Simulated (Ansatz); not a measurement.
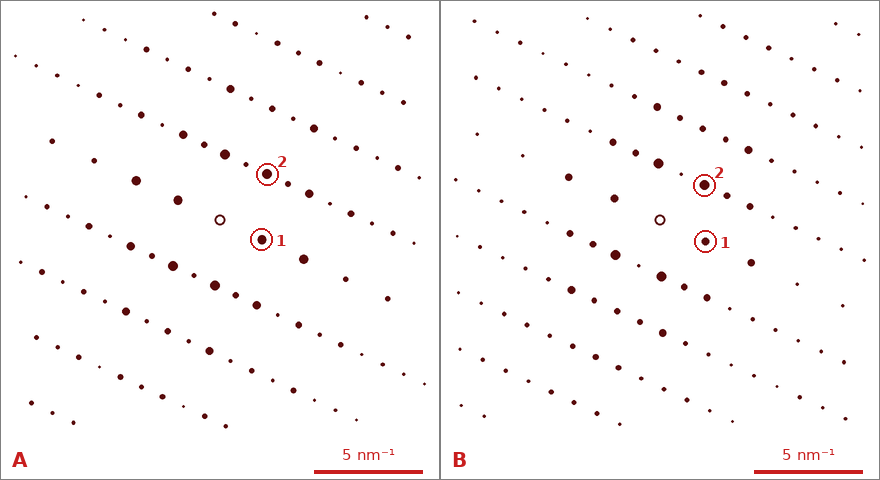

Kinematic electron diffraction patterns (300 kV, B = 0.5 Å², same scale) along [011] of the run's own cell, for the start and the end of one relaxation of Rb2Si with DFT PBE, scalar-relativistic, plane waves, PAW in Ansatz. k mesh 6×6×8. The start is a generated model structure, and the relaxation ends in the nearest stationary point of its symmetry, not necessarily the ground state. Spot 1 is -2 0 0 and spot 2 is -1 -1 1 in both.

Start structure:

```
Rb Si
1.0
     8.48834    0.00000    0.00000
     0.00000    8.48834    0.00000
     0.00000    0.00000    4.90056
Rb Si
4 2
Direct
  0.21013 0.21013 0.94134
  0.78987 0.78987 0.94134
  0.71013 0.28987 0.44134
  0.28987 0.71013 0.44134
  0.00000 0.00000 0.44765
  0.50000 0.50000 0.94765
```

Which pattern belongs to the start structure, and which to the relaxed one?

B is the start: its cell gives d(1) = 4.244 Å, d(2) = 3.796 Å and an angle of 63.4°. A is the relaxed structure, with d(1) = 4.620 Å (+8.8 %), d(2) = 3.261 Å (-14.1 %) and 69.3°.

Name reflections whose intensity changes strongly on relaxation.

5 1 -1 goes from 2.2 to 19 % of the strongest spot; 6 2 -2 goes from 0.88 to 10 % of the strongest spot; 1 2 -2 goes from 9.3 to 1.9 % of the strongest spot.

Summarise the relaxation behind the change.

The volume changed by -9.0 % to 53.54 Å³ an atom; with the mean shift removed, the atoms moved by up to 0.26 Å relative to the cell (Rb most); the space group went from P4_2nm (No. 102) to P4_2/mnm (No. 136); the free energy fell by 25 meV an atom. Relaxed cell: a = 9.239 Å, b = 9.239 Å, c = 3.763 Å, α = 90.00°, β = 90.00°, γ = 90.00°.
